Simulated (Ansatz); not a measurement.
```
Cu Sn
1.0
     7.44282    0.00000    0.00000
    -3.72141    6.44567    0.00000
     0.00000    0.00000    5.27183
Cu Sn
8 6
Direct
  0.00000 0.35317 0.25212
  0.00000 0.35317 0.74788
  0.64683 0.64683 0.74788
  0.64683 0.64683 0.25212
  0.35317 0.00000 0.25212
  0.35317 0.00000 0.74788
  0.66667 0.33333 0.00000
  0.33333 0.66667 0.00000
  0.28707 0.28707 0.00000
  0.00000 0.71293 0.00000
  0.71293 0.00000 0.00000
  0.66667 0.33333 0.50000
  0.33333 0.66667 0.50000
  0.00000 0.00000 0.50000
```

Space group P-62m; a generated structure, not necessarily the stable one; computed without spin polarisation.

Method: Ansatz, DFT PBE, scalar-relativistic, plane waves, PAW.

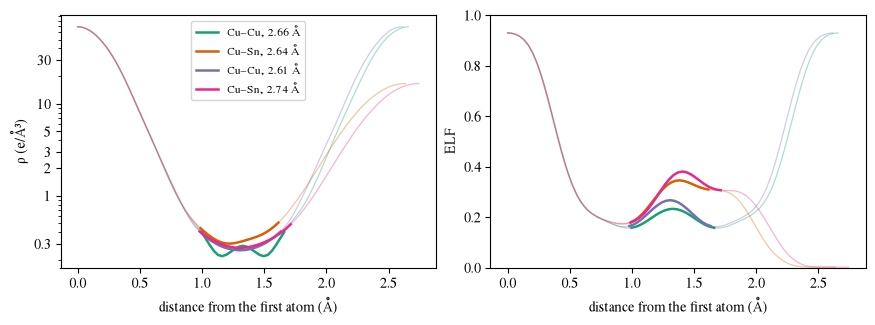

Cu4Sn3. Valence pseudo-density and ELF along straight lines between neighbouring atoms. Thin, pale parts lie inside the atomic spheres.

Core electrons are frozen (PAW), and the valence fields are smoothed inside the atomic spheres.

### Compare the contacts.

Cu–Cu (2.66 Å): ρ at the midpoint is about 0.28 e/Å³; the ELF is about 0.25 at the midpoint: no localised pair shows between them.
Cu–Sn (2.64 Å): ρ is about 0.32 e/Å³ halfway; the ELF is about 0.35 at the midpoint.
Cu–Cu (2.61 Å): the density is about 0.25 e/Å³ at the midpoint; the ELF is about 0.25 at the midpoint; no shared electron pair shows on this line.
Cu–Sn (2.74 Å): ρ is about 0.28 e/Å³ halfway; the ELF is about 0.40 at the midpoint.
